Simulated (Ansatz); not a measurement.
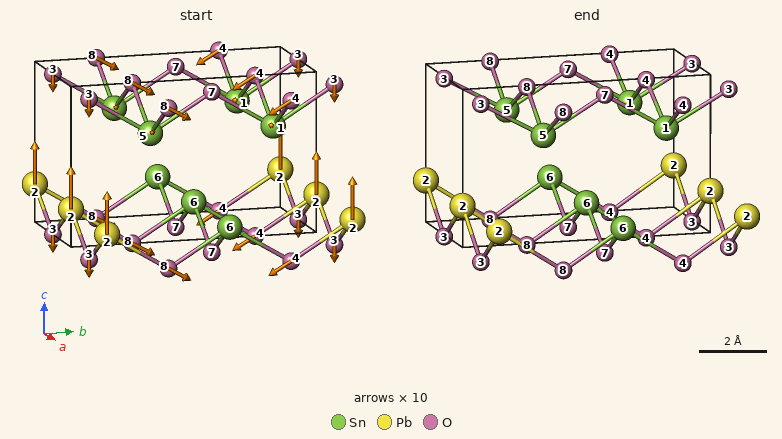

The structure of crystalline Sn3PbO4 (built on the litharge host type) before (left) and after (right) a relaxation, at one scale. The orange arrows give the displacements (the part carried along by the change of the cell is left out), magnified 10 times.

Style: ball-and-stick. Shown: the cell of the calculation, repeated 2 × 1 × 1 with one cell outlined, slightly off an axis.

These are results of DFT, PBE-D3(BJ), plane waves, PAW (Ansatz 0.2.0), not measurements. Set-up: plane-wave cutoff 420 eV; k-point mesh 6 × 4 × 6; occupations fermi dirac; smearing width 0.02 eV; no spin polarisation; cell and atoms relaxed; force threshold 0.005 eV/Å.

### What changed between the two?

Over 7 accepted moves (10 points after the start) the energy falls by 0.275 eV per cell of the calculation. Largest force component: 2.3 eV/Å at the start, 0.00099 eV/Å at the end. The pressure goes from 3.59 to 0.00 GPa. The line search rejected the trial step at point 2 of the run. The SCF was repeated twice at an unchanged geometry on a basis and grid sized afresh for the cell, which shifted the energy by 5.0 meV per cell of the calculation at most. The atom that moves furthest relative to the cell is Pb2 (0.13 Å along +c). Largest moves by element: Pb 0.13 Å, O 0.08 Å, Sn 0.02 Å. The volume changes by +0.9 %, with a 3.832 → 3.888 Å (+1.5 %), b 7.664 → 7.742 Å (+1.0 %), c 4.910 → 4.835 Å (−1.5 %). Among the contacts that change: Pb2–O4 2.238 → 2.398 Å, Pb2–O3 2.238 → 2.355 Å, O4–Sn6 2.238 → 2.205 Å, Sn6–O7 2.238 → 2.255 Å. Bond angles that change, for instance: O3–Pb2–O3 117.8° → 111.3°, Pb2–O3–Pb2 117.8° → 111.3°, Sn1–O3–Sn5 117.8° → 122.3°. The space group stays Pmm2 (No. 25).
